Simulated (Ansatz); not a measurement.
**Cl₅HW: density, localisation and related maps**

```yaml
atoms:
  - { symbol: W, position_ang: [0.0884, 0.0000, -0.0245] }
  - { symbol: H, position_ang: [-0.0819, 0.0000, 1.6793] }
  - { symbol: Cl, position_ang: [2.3190, 0.0000, 0.7329] }
  - { symbol: Cl, position_ang: [0.1898, 2.2799, 0.1807] }
  - { symbol: Cl, position_ang: [-2.2032, 0.0000, 0.1816] }
  - { symbol: Cl, position_ang: [0.1898, -2.2799, 0.1807] }
  - { symbol: Cl, position_ang: [0.0494, 0.0000, -2.3793] }
```

Core potentials replace the inner electrons of W; not at a stationary point (largest force 1.2 eV/Å).

Method: Ansatz, RKS B3LYP-D4/def2-SVP.

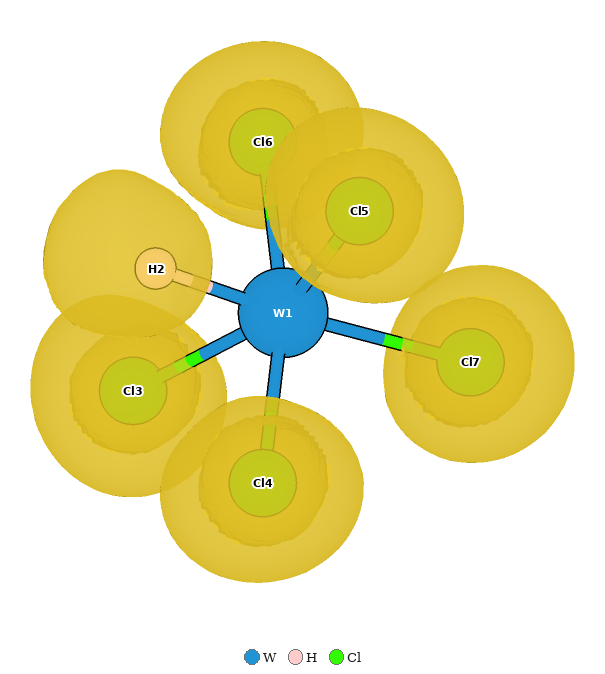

Figure 1. Isosurface of the electron localisation function at 0.8 (yellow), seen at a tilt. Core shells and regions of very low density are left out.

**Describe the localisation domains.**

At this value the surface marks out one region around a hydrogen nucleus and five regions wrapped around Cl (the valence shell of each). Profiles from the grid: W–Cl (2.29 Å): the ELF peaks at about 0.80 in the valence shell of Cl, 0.9 Å from its nucleus, and is about 0.35 at the midpoint. W–H (1.71 Å): the ELF climbs to about 1 towards the hydrogen.

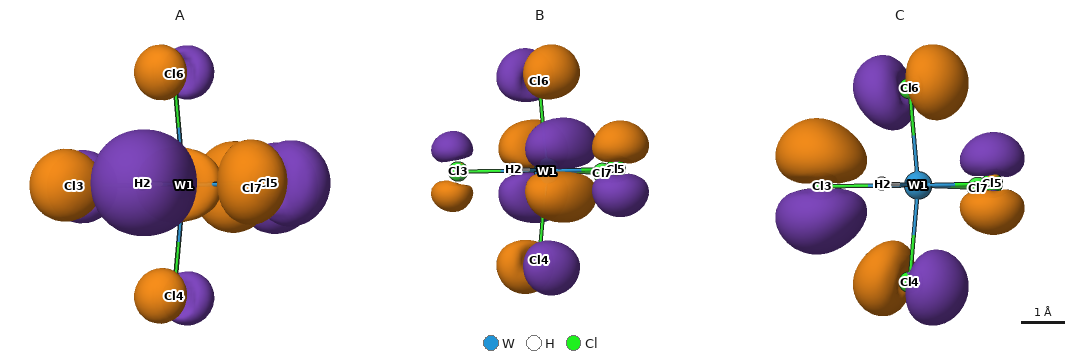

Figure 2. Three frontier orbitals at ±0.1 Å⁻³ᐟ² (orange and purple are the two phases), in no order.

**Order the three orbitals by energy and name them.**

C is the HOMO−1 (−8.83 eV). It lies mainly on Cl3 (about 45 %), Cl4 (about 20 %), Cl6 (about 20 %) and Cl5 (about 10 %); largely a combination of lone pairs on Cl3, Cl4, Cl6 and Cl5. A is the HOMO (−8.26 eV). It lies mainly on H2 (about 25 %), Cl7 (about 20 %), Cl5 (about 15 %), W1 (about 15 %) and Cl3 (about 10 %). B is the LUMO (−5.22 eV). By Hirshfeld shares it lies mainly on W1 (about 60 %), Cl4 (about 10 %), Cl6 (about 10 %) and Cl5 (about 10 %).

**What is the HOMO–LUMO gap?**

3.04 eV between the orbital energies.

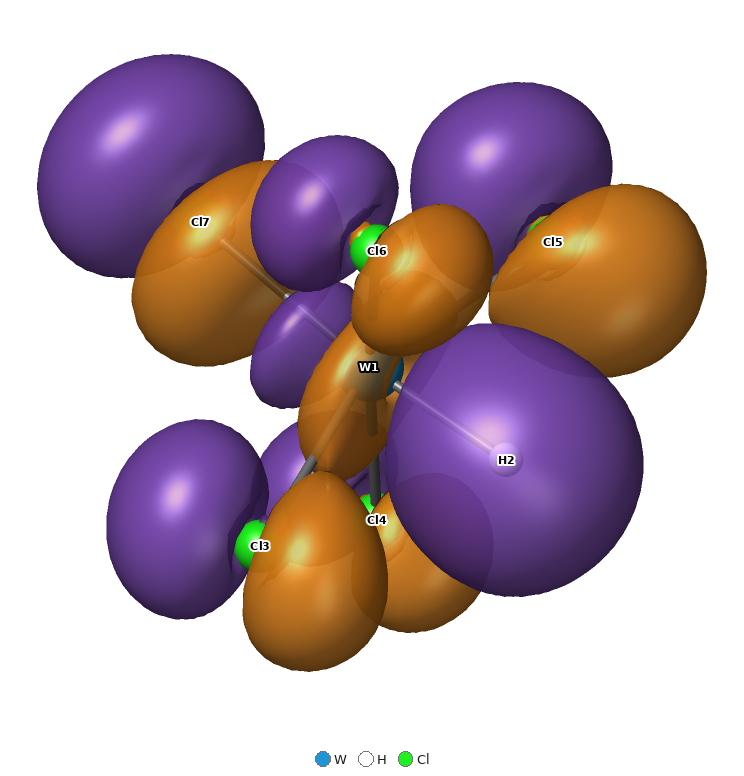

Figure 3. One frontier orbital at ±0.06 Å⁻³ᐟ² (orange and purple are the two phases), seen at an oblique angle.

**Which orbital is it: HOMO or LUMO?**

The HOMO, at −8.26 eV. It lies mainly on H2 (about 25 %), Cl7 (about 20 %), Cl5 (about 15 %), W1 (about 15 %) and Cl3 (about 10 %).
